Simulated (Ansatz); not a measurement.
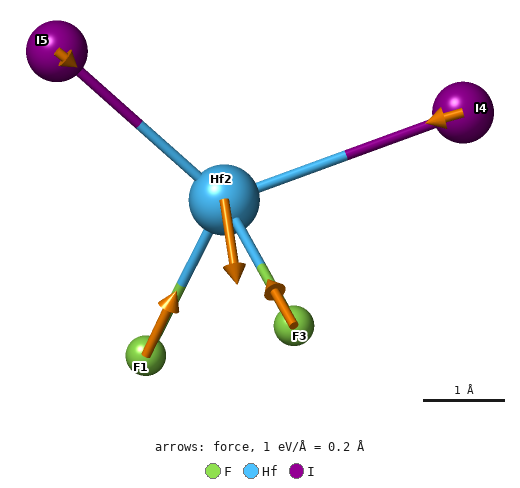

Starting geometry of HfI₂F₂ (coarse preliminary run) with the computed forces as orange arrows. A ball-and-stick model, seen face on.

The start comes from a force field.

All numbers below come from Ansatz 0.2.0, RKS PBE-D4/def2-SVP.

The input:
```yaml
crystal:
  periodic: [false, false, false]
  atoms:
    - {symbol: F, position_ang: [0.762300, -0.561800, 2.260400]}
    - {symbol: Hf, position_ang: [-0.072200, 0.191000, 0.164900]}
    - {symbol: F, position_ang: [1.221900, -1.729300, -0.871600]}
    - {symbol: I, position_ang: [-2.664700, -0.829200, -1.347900]}
    - {symbol: I, position_ang: [0.802500, 2.855700, -0.247300]}
basis:
  gaussian: {orbitals: def2-SVP}
hamiltonian: {xc: pbe, dispersion: d4}
relax: {f_tol: 0.03, max_steps: 200}
```

Launched with:
```bash
ansatz run in.yaml --threads 4 --pin off --events-out ev --progress --plain --max-ram 10444MiB
```

Question: What follows when this structure is relaxed?

Answer: It isn't relaxed: the largest force vector, on Hf2, is 5.54 eV/Å. The final displacements follow the starting forces only in part (cosine between the two patterns 0.75). Over 7 geometry steps the energy falls by 124.6 kcal/mol. The largest force component goes from 4.7 to 0.0044 eV/Å. The atom that moves furthest after the best rigid fit is F1 (0.65 Å). By element the largest moves are F 0.65 Å, I 0.62 Å, Hf 0.39 Å. Among the contacts that change: Hf2–F3 2.537 → 1.903 Å, F1–Hf2 2.378 → 1.903 Å, Hf2–I4 3.170 → 2.711 Å, Hf2–I5 2.835 → 2.710 Å. Bond angles that change, for instance: F1–Hf2–F3 86.6° → 109.0°, F3–Hf2–I4 88.8° → 109.5°, F1–Hf2–I4 127.3° → 109.4°.
